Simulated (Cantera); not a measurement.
Charge: 1 mol CO, 0.035 mol O2, 0.55 mol H2, held at 9200 Pa.

Cantera equilibrium calculation (NASA polynomials, part measured and part estimated; ideal gas, pure solids and liquids). Candidate condensed phases: C, C6H6, C7H8, C8H18, H2O; 110 gas species. Kinetics and transport are ignored.

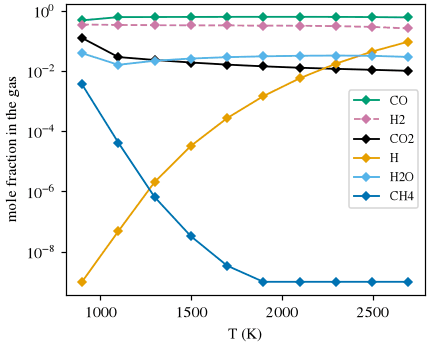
Figure. Equilibrium gas composition (values under 1e-9 drawn at 1e-9)

**Question.** Read off the mole fractions at 1098 K.

**Answer.** CO about 0.62, H2 about 0.34, CO2 about 0.029, H2O about 0.016, CH4 about 4.2e-5, H about 4.7e-8.
